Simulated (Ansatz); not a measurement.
**CH$_{6}$OSi: molecular dynamics (part 1 of 4)**

CH$_{6}$OSi, computed with RKS PBE0-D4/def2-TZVP (Ansatz 0.2.0).

It belongs to a series of runs on one base structure; here: dynamics from the start. Figures and captions count atoms from 1; the log counts them from 0 in places.

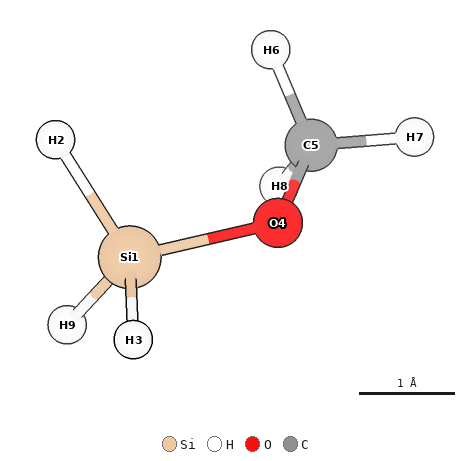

**Figure 1.** The structure as given in the input (ball-and-stick view, seen at a tilt; atoms are numbered from 1 in the order of the input). Bond lengths as drawn: C–H 1.09 to 1.10 Å, C–O 1.41 Å, H–Si 1.48 to 1.49 Å and O–Si 1.64 Å.

**Key numbers**

| quantity | value |
| --- | --- |
| outcome | finished |
| mean temperature over the second half | 1126 K |
| trajectory | 150 steps, 75 fs |
| ensemble | nvt_nose_hoover |
| temperature in the input | 700.0 K |
| time step | 0.5 fs |
| potential energy (last step) | −11053.3340 eV |
| mean-field energy (last step) | −11053.2263 eV |
| largest force (length of the vector) (last step) | 5.722 eV/Å |
| hardware | 4 threads of Arm Neoverse V1, 24 GiB of memory available, shared host |
| wall time | 2.8 min (CPU time 11 min) |
| peak memory | 0.23 GiB |

**Notes**

So short a trajectory is not equilibrated. The temperature stays far from the 700 K of the thermostat over the second half: the run isn't equilibrated.

**Input file**
```yaml
crystal:
  periodic: [false, false, false]
  atoms:
    - { symbol: Si, position_ang: [-0.015677, -0.022406, -0.113904] }
    - { symbol: H, position_ang: [-0.465108, -0.243172, 1.289965] }
    - { symbol: H, position_ang: [1.443734, 0.223349, -0.153072] }
    - { symbol: O, position_ang: [-0.73037, 1.310224, -0.754578] }
    - { symbol: C, position_ang: [-2.128083, 1.431272, -0.875643] }
    - { symbol: H, position_ang: [-2.621931, 1.38498, 0.102299] }
    - { symbol: H, position_ang: [-2.350492, 2.398447, -1.328777] }
    - { symbol: H, position_ang: [-2.546146, 0.6447, -1.515064] }
    - { symbol: H, position_ang: [-0.357626, -1.240493, -0.901826] }
basis:
  gaussian: { orbitals: def2-TZVP }
hamiltonian:
  xc: pbe0
  dispersion: d4
md:
  timestep: 0.5
  n_steps: 150
  ensemble: nvt_nose_hoover
  temperature: 700.0
  initial_velocities: maxwell_boltzmann
  seed: 304970
  nose_hoover: { tau: 20.0, chain_length: 1 }
```

Command:
```bash
ansatz run input.yaml --threads 4 --pin off --max-ram 5120MiB --backend cpu --events-out ev --progress --plain --runs-dir out
```

**The program's output**
```
Engine: ansatz 0.2.0, aarch64-unknown-linux-gnu
Functional definition: PBE0
  parameter a = 0.25
  parameter kappa = 0.804
  parameter beta = 0.06672455060314922
  exchange = (1 - a)*pbe_x(kappa = kappa, mu = beta*pi^2/3) + a*exact_x
  correlation = pbe_c(beta = beta)
863 factors; their error is unknown
mean field evaluation 1: about -11050.0866 eV, gradient 4.8e1 eV
mean field evaluation 2: about -11044.1897 eV, gradient 7.4e1 eV
mean field evaluation 4: about -11054.4882 eV, gradient 3.2e0 eV
mean field evaluation 8: about -11054.5091 eV, gradient 1.6e-2 eV
mean field evaluation 16: about -11054.5413 eV, gradient 3.5e-5 eV
mean field -11054.54125257 eV, -406.2468979947 hartree, gradient 3.5e-5 eV, S^2 0.000000; 0 other end points of the search recorded, 0 dependent functions left out
the calculation of the forces begins
reference -11054.54128329 eV, -406.2468991235 hartree; 17, 17 occupied and 118, 118 virtual orbitals, 863 factors
md step     0: t =     0.00 fs  T =   700.0 K  F+E_penalty+E_count = -11054.65004471 eV  E_kin = 0.633374 eV  conserved = -11054.01667072 eV  (25 SCF iters)
these checks for a lower state are left out or cut short: starts, cluster_reference, orbital_swaps, neighbouring_geometries, increment
863 factors; their error is unknown
mean field -11054.52941595 eV, -406.2464630070 hartree, gradient 1.5e-5 eV, S^2 0.000000; 0 other end points of the search recorded, 0 dependent functions left out
the calculation of the forces begins
reference -11054.52944673 eV, -406.2464641382 hartree; 17, 17 occupied and 118, 118 virtual orbitals, 863 factors
md step     1: t =     0.50 fs  T =   687.2 K  F+E_penalty+E_count = -11054.63833739 eV  E_kin = 0.621750 eV  conserved = -11054.01658956 eV  (29 SCF iters, 3 dispersion substeps)
[... from here on the SCF iterations and repeated set-up lines of each step are left out, up to the last step ...]
md step     2: t =     1.00 fs  T =   650.9 K  F+E_penalty+E_count = -11054.60519926 eV  E_kin = 0.588931 eV  conserved = -11054.01628904 eV  (29 SCF iters, 3 dispersion substeps)
md step     3: t =     1.50 fs  T =   596.5 K  F+E_penalty+E_count = -11054.55551784 eV  E_kin = 0.539760 eV  conserved = -11054.01584634 eV  (29 SCF iters, 3 dispersion substeps)
md step     4: t =     2.00 fs  T =   531.8 K  F+E_penalty+E_count = -11054.49637235 eV  E_kin = 0.481227 eV  conserved = -11054.01539029 eV  (29 SCF iters, 3 dispersion substeps)
md step     5: t =     2.50 fs  T =   464.7 K  F+E_penalty+E_count = -11054.43502746 eV  E_kin = 0.420495 eV  conserved = -11054.01504993 eV  (29 SCF iters, 3 dispersion substeps)
md step     6: t =     3.00 fs  T =   401.2 K  F+E_penalty+E_count = -11054.37695825 eV  E_kin = 0.362988 eV  conserved = -11054.01488841 eV  (29 SCF iters, 3 dispersion substeps)
md step     7: t =     3.50 fs  T =   344.2 K  F+E_penalty+E_count = -11054.32486880 eV  E_kin = 0.311435 eV  conserved = -11054.01487480 eV  (29 SCF iters, 3 dispersion substeps)
md step     8: t =     4.00 fs  T =   294.3 K  F+E_penalty+E_count = -11054.27912076 eV  E_kin = 0.266275 eV  conserved = -11054.01491656 eV  (29 SCF iters, 3 dispersion substeps)
md step     9: t =     4.50 fs  T =   250.8 K  F+E_penalty+E_count = -11054.23910527 eV  E_kin = 0.226968 eV  conserved = -11054.01492467 eV  (29 SCF iters, 3 dispersion substeps)
md step    10: t =     5.00 fs  T =   213.6 K  F+E_penalty+E_count = -11054.20460863 eV  E_kin = 0.193314 eV  conserved = -11054.01486039 eV  (29 SCF iters, 3 dispersion substeps)
md step    11: t =     5.50 fs  T =   183.6 K  F+E_penalty+E_count = -11054.17646130 eV  E_kin = 0.166108 eV  conserved = -11054.01474034 eV  (30 SCF iters, 3 dispersion substeps)
md step    12: t =     6.00 fs  T =   162.5 K  F+E_penalty+E_count = -11054.15635611 eV  E_kin = 0.146990 eV  conserved = -11054.01461278 eV  (30 SCF iters, 3 dispersion substeps)
md step    13: t =     6.50 fs  T =   152.3 K  F+E_penalty+E_count = -11054.14615858 eV  E_kin = 0.137795 eV  conserved = -11054.01452936 eV  (30 SCF iters, 3 dispersion substeps)
md step    14: t =     7.00 fs  T =   154.5 K  F+E_penalty+E_count = -11054.14712683 eV  E_kin = 0.139799 eV  conserved = -11054.01452662 eV  (30 SCF iters, 3 dispersion substeps)
md step    15: t =     7.50 fs  T =   169.3 K  F+E_penalty+E_count = -11054.15933440 eV  E_kin = 0.153148 eV  conserved = -11054.01461817 eV  (30 SCF iters, 3 dispersion substeps)
md step    16: t =     8.00 fs  T =   195.2 K  F+E_penalty+E_count = -11054.18142821 eV  E_kin = 0.176610 eV  conserved = -11054.01479469 eV  (30 SCF iters, 3 dispersion substeps)
md step    17: t =     8.50 fs  T =   229.5 K  F+E_penalty+E_count = -11054.21073864 eV  E_kin = 0.207661 eV  conserved = -11054.01502750 eV  (26 SCF iters, 3 dispersion substeps)
md step    18: t =     9.00 fs  T =   268.4 K  F+E_penalty+E_count = -11054.24369487 eV  E_kin = 0.242873 eV  conserved = -11054.01527425 eV  (29 SCF iters, 3 dispersion substeps)
md step    19: t =     9.50 fs  T =   307.8 K  F+E_penalty+E_count = -11054.27645670 eV  E_kin = 0.278516 eV  conserved = -11054.01548845 eV  (29 SCF iters, 3 dispersion substeps)
md step    20: t =    10.00 fs  T =   344.0 K  F+E_penalty+E_count = -11054.30562947 eV  E_kin = 0.311256 eV  conserved = -11054.01562864 eV  (29 SCF iters, 3 dispersion substeps)
md step    21: t =    10.50 fs  T =   374.4 K  F+E_penalty+E_count = -11054.32891213 eV  E_kin = 0.338792 eV  conserved = -11054.01566786 eV  (29 SCF iters, 3 dispersion substeps)
md step    22: t =    11.00 fs  T =   398.2 K  F+E_penalty+E_count = -11054.34553844 eV  E_kin = 0.360308 eV  conserved = -11054.01559815 eV  (29 SCF iters, 3 dispersion substeps)
md step    23: t =    11.50 fs  T =   416.3 K  F+E_penalty+E_count = -11054.35642620 eV  E_kin = 0.376641 eV  conserved = -11054.01543243 eV  (29 SCF iters, 3 dispersion substeps)
md step    24: t =    12.00 fs  T =   431.1 K  F+E_penalty+E_count = -11054.36398386 eV  E_kin = 0.390110 eV  conserved = -11054.01520872 eV  (29 SCF iters, 3 dispersion substeps)
md step    25: t =    12.50 fs  T =   446.4 K  F+E_penalty+E_count = -11054.37149712 eV  E_kin = 0.403915 eV  conserved = -11054.01499645 eV  (29 SCF iters, 3 dispersion substeps)
md step    26: t =    13.00 fs  T =   465.3 K  F+E_penalty+E_count = -11054.38201062 eV  E_kin = 0.421039 eV  conserved = -11054.01489014 eV  (28 SCF iters, 3 dispersion substeps)
md step    27: t =    13.50 fs  T =   489.4 K  F+E_penalty+E_count = -11054.39684396 eV  E_kin = 0.442783 eV  conserved = -11054.01496921 eV  (29 SCF iters, 3 dispersion substeps)
md step    28: t =    14.00 fs  T =   516.8 K  F+E_penalty+E_count = -11054.41437173 eV  E_kin = 0.467582 eV  conserved = -11054.01523601 eV  (29 SCF iters, 3 dispersion substeps)
md step    29: t =    14.50 fs  T =   542.6 K  F+E_penalty+E_count = -11054.42997356 eV  E_kin = 0.490924 eV  conserved = -11054.01558963 eV  (29 SCF iters, 3 dispersion substeps)
md step    30: t =    15.00 fs  T =   560.1 K  F+E_penalty+E_count = -11054.43754684 eV  E_kin = 0.506781 eV  conserved = -11054.01587137 eV  (29 SCF iters, 3 dispersion substeps)
md step    31: t =    15.50 fs  T =   563.6 K  F+E_penalty+E_count = -11054.43192635 eV  E_kin = 0.509936 eV  conserved = -11054.01595227 eV  (28 SCF iters, 3 dispersion substeps)
md step    32: t =    16.00 fs  T =   550.4 K  F+E_penalty+E_count = -11054.41093510 eV  E_kin = 0.498011 eV  conserved = -11054.01579228 eV  (29 SCF iters, 3 dispersion substeps)
md step    33: t =    16.50 fs  T =   522.0 K  F+E_penalty+E_count = -11054.37614965 eV  E_kin = 0.472284 eV  conserved = -11054.01543812 eV  (28 SCF iters, 3 dispersion substeps)
md step    34: t =    17.00 fs  T =   483.2 K  F+E_penalty+E_count = -11054.33232339 eV  E_kin = 0.437215 eV  conserved = -11054.01498451 eV  (28 SCF iters, 3 dispersion substeps)
md step    35: t =    17.50 fs  T =   441.1 K  F+E_penalty+E_count = -11054.28600398 eV  E_kin = 0.399146 eV  conserved = -11054.01453222 eV  (29 SCF iters, 3 dispersion substeps)
md step    36: t =    18.00 fs  T =   403.1 K  F+E_penalty+E_count = -11054.24396801 eV  E_kin = 0.364777 eV  conserved = -11054.01416366 eV  (26 SCF iters, 3 dispersion substeps)
md step    37: t =    18.50 fs  T =   375.6 K  F+E_penalty+E_count = -11054.21187757 eV  E_kin = 0.339834 eV  conserved = -11054.01393432 eV  (30 SCF iters, 3 dispersion substeps)
md step    38: t =    19.00 fs  T =   362.6 K  F+E_penalty+E_count = -11054.19333005 eV  E_kin = 0.328099 eV  conserved = -11054.01387209 eV  (29 SCF iters, 3 dispersion substeps)
md step    39: t =    19.50 fs  T =   365.7 K  F+E_penalty+E_count = -11054.18934204 eV  E_kin = 0.330862 eV  conserved = -11054.01397831 eV  (29 SCF iters, 3 dispersion substeps)
md step    40: t =    20.00 fs  T =   383.3 K  F+E_penalty+E_count = -11054.19826699 eV  E_kin = 0.346790 eV  conserved = -11054.01422847 eV  (29 SCF iters, 3 dispersion substeps)
md step    41: t =    20.50 fs  T =   411.4 K  F+E_penalty+E_count = -11054.21614530 eV  E_kin = 0.372223 eV  conserved = -11054.01457199 eV  (29 SCF iters, 3 dispersion substeps)
md step    42: t =    21.00 fs  T =   444.2 K  F+E_penalty+E_count = -11054.23748997 eV  E_kin = 0.401909 eV  conserved = -11054.01493338 eV  (29 SCF iters, 3 dispersion substeps)
md step    43: t =    21.50 fs  T =   475.4 K  F+E_penalty+E_count = -11054.25648377 eV  E_kin = 0.430161 eV  conserved = -11054.01521905 eV  (29 SCF iters, 3 dispersion substeps)
md step    44: t =    22.00 fs  T =   499.9 K  F+E_penalty+E_count = -11054.26845723 eV  E_kin = 0.452313 eV  conserved = -11054.01534002 eV  (30 SCF iters, 3 dispersion substeps)
md step    45: t =    22.50 fs  T =   515.1 K  F+E_penalty+E_count = -11054.27127695 eV  E_kin = 0.466103 eV  conserved = -11054.01525409 eV  (28 SCF iters, 3 dispersion substeps)
md step    46: t =    23.00 fs  T =   522.0 K  F+E_penalty+E_count = -11054.26598628 eV  E_kin = 0.472333 eV  conserved = -11054.01501201 eV  (28 SCF iters, 3 dispersion substeps)
md step    47: t =    23.50 fs  T =   524.0 K  F+E_penalty+E_count = -11054.25602026 eV  E_kin = 0.474142 eV  conserved = -11054.01476187 eV  (28 SCF iters, 3 dispersion substeps)
md step    48: t =    24.00 fs  T =   524.8 K  F+E_penalty+E_count = -11054.24496751 eV  E_kin = 0.474886 eV  conserved = -11054.01467123 eV  (28 SCF iters, 3 dispersion substeps)
md step    49: t =    24.50 fs  T =   525.8 K  F+E_penalty+E_count = -11054.23405176 eV  E_kin = 0.475716 eV  conserved = -11054.01479924 eV  (28 SCF iters, 3 dispersion substeps)
md step    50: t =    25.00 fs  T =   524.6 K  F+E_penalty+E_count = -11054.22119575 eV  E_kin = 0.474647 eV  conserved = -11054.01503155 eV  (28 SCF iters, 3 dispersion substeps)
md step    51: t =    25.50 fs  T =   517.3 K  F+E_penalty+E_count = -11054.20262834 eV  E_kin = 0.468026 eV  conserved = -11054.01515499 eV  (28 SCF iters, 3 dispersion substeps)
md step    52: t =    26.00 fs  T =   501.2 K  F+E_penalty+E_count = -11054.17600891 eV  E_kin = 0.453500 eV  conserved = -11054.01501275 eV  (28 SCF iters, 3 dispersion substeps)
md step    53: t =    26.50 fs  T =   477.9 K  F+E_penalty+E_count = -11054.14284422 eV  E_kin = 0.432387 eV  conserved = -11054.01460826 eV  (28 SCF iters, 3 dispersion substeps)
md step    54: t =    27.00 fs  T =   453.0 K  F+E_penalty+E_count = -11054.10860711 eV  E_kin = 0.409906 eV  conserved = -11054.01409292 eV  (28 SCF iters, 3 dispersion substeps)
md step    55: t =    27.50 fs  T =   434.6 K  F+E_penalty+E_count = -11054.08062189 eV  E_kin = 0.393240 eV  conserved = -11054.01366868 eV  (26 SCF iters, 3 dispersion substeps)
md step    56: t =    28.00 fs  T =   429.6 K  F+E_penalty+E_count = -11054.06507092 eV  E_kin = 0.388667 eV  conserved = -11054.01348104 eV  (30 SCF iters, 3 dispersion substeps)
md step    57: t =    28.50 fs  T =   441.3 K  F+E_penalty+E_count = -11054.06470294 eV  E_kin = 0.399279 eV  conserved = -11054.01356329 eV  (29 SCF iters, 3 dispersion substeps)
md step    58: t =    29.00 fs  T =   468.8 K  F+E_penalty+E_count = -11054.07813930 eV  E_kin = 0.424179 eV  conserved = -11054.01384853 eV  (29 SCF iters, 3 dispersion substeps)
md step    59: t =    29.50 fs  T =   507.4 K  F+E_penalty+E_count = -11054.10068486 eV  E_kin = 0.459129 eV  conserved = -11054.01422693 eV  (29 SCF iters, 3 dispersion substeps)
md step    60: t =    30.00 fs  T =   550.3 K  F+E_penalty+E_count = -11054.12587971 eV  E_kin = 0.497965 eV  conserved = -11054.01460105 eV  (29 SCF iters, 3 dispersion substeps)
md step    61: t =    30.50 fs  T =   590.2 K  F+E_penalty+E_count = -11054.14698658 eV  E_kin = 0.534011 eV  conserved = -11054.01491097 eV  (30 SCF iters, 3 dispersion substeps)
md step    62: t =    31.00 fs  T =   620.1 K  F+E_penalty+E_count = -11054.15800650 eV  E_kin = 0.561105 eV  conserved = -11054.01512919 eV  (30 SCF iters, 3 dispersion substeps)
md step    63: t =    31.50 fs  T =   634.6 K  F+E_penalty+E_count = -11054.15426295 eV  E_kin = 0.574229 eV  conserved = -11054.01523669 eV  (30 SCF iters, 3 dispersion substeps)
md step    64: t =    32.00 fs  T =   630.0 K  F+E_penalty+E_count = -11054.13285386 eV  E_kin = 0.570034 eV  conserved = -11054.01520253 eV  (29 SCF iters, 3 dispersion substeps)
md step    65: t =    32.50 fs  T =   605.1 K  F+E_penalty+E_count = -11054.09325591 eV  E_kin = 0.547511 eV  conserved = -11054.01497959 eV  (29 SCF iters, 3 dispersion substeps)
md step    66: t =    33.00 fs  T =   562.4 K  F+E_penalty+E_count = -11054.03812229 eV  E_kin = 0.508851 eV  conserved = -11054.01452823 eV  (30 SCF iters, 3 dispersion substeps)
md step    67: t =    33.50 fs  T =   508.5 K  F+E_penalty+E_count = -11053.97388377 eV  E_kin = 0.460087 eV  conserved = -11054.01387046 eV  (29 SCF iters, 3 dispersion substeps)
md step    68: t =    34.00 fs  T =   454.0 K  F+E_penalty+E_count = -11053.91035250 eV  E_kin = 0.410753 eV  conserved = -11054.01313934 eV  (29 SCF iters, 3 dispersion substeps)
md step    69: t =    34.50 fs  T =   411.0 K  F+E_penalty+E_count = -11053.85862901 eV  E_kin = 0.371878 eV  conserved = -11054.01256296 eV  (29 SCF iters, 3 dispersion substeps)
md step    70: t =    35.00 fs  T =   389.7 K  F+E_penalty+E_count = -11053.82759946 eV  E_kin = 0.352606 eV  conserved = -11054.01234924 eV  (31 SCF iters, 3 dispersion substeps)
md step    71: t =    35.50 fs  T =   394.6 K  F+E_penalty+E_count = -11053.82071718 eV  E_kin = 0.357029 eV  conserved = -11054.01254444 eV  (31 SCF iters, 3 dispersion substeps)
md step    72: t =    36.00 fs  T =   423.5 K  F+E_penalty+E_count = -11053.83512687 eV  E_kin = 0.383178 eV  conserved = -11054.01299894 eV  (30 SCF iters, 3 dispersion substeps)
md step    73: t =    36.50 fs  T =   469.5 K  F+E_penalty+E_count = -11053.86369186 eV  E_kin = 0.424769 eV  conserved = -11054.01347987 eV  (26 SCF iters, 3 dispersion substeps)
md step    74: t =    37.00 fs  T =   524.3 K  F+E_penalty+E_count = -11053.89840483 eV  E_kin = 0.474358 eV  conserved = -11054.01381912 eV  (30 SCF iters, 3 dispersion substeps)
md step    75: t =    37.50 fs  T =   581.2 K  F+E_penalty+E_count = -11053.93304326 eV  E_kin = 0.525922 eV  conserved = -11054.01397636 eV  (29 SCF iters, 3 dispersion substeps)
md step    76: t =    38.00 fs  T =   636.4 K  F+E_penalty+E_count = -11053.96402139 eV  E_kin = 0.575803 eV  conserved = -11054.01400670 eV  (30 SCF iters, 3 dispersion substeps)
md step    77: t =    38.50 fs  T =   687.7 K  F+E_penalty+E_count = -11053.98977378 eV  E_kin = 0.622226 eV  conserved = -11054.01399286 eV  (29 SCF iters, 3 dispersion substeps)
md step    78: t =    39.00 fs  T =   734.1 K  F+E_penalty+E_count = -11054.00960602 eV  E_kin = 0.664255 eV  conserved = -11054.01399452 eV  (30 SCF iters, 3 dispersion substeps)
md step    79: t =    39.50 fs  T =   774.7 K  F+E_penalty+E_count = -11054.02279278 eV  E_kin = 0.700928 eV  conserved = -11054.01402481 eV  (30 SCF iters, 3 dispersion substeps)
md step    80: t =    40.00 fs  T =   807.9 K  F+E_penalty+E_count = -11054.02832241 eV  E_kin = 0.731008 eV  conserved = -11054.01404911 eV  (29 SCF iters, 3 dispersion substeps)
md step    81: t =    40.50 fs  T =   832.7 K  F+E_penalty+E_count = -11054.02535668 eV  E_kin = 0.753426 eV  conserved = -11054.01399974 eV  (30 SCF iters, 3 dispersion substeps)
md step    82: t =    41.00 fs  T =   849.1 K  F+E_penalty+E_count = -11054.01419310 eV  E_kin = 0.768243 eV  conserved = -11054.01381241 eV  (30 SCF iters, 3 dispersion substeps)
md step    83: t =    41.50 fs  T =   859.4 K  F+E_penalty+E_count = -11053.99718055 eV  E_kin = 0.777559 eV  conserved = -11054.01348172 eV  (30 SCF iters, 3 dispersion substeps)
```
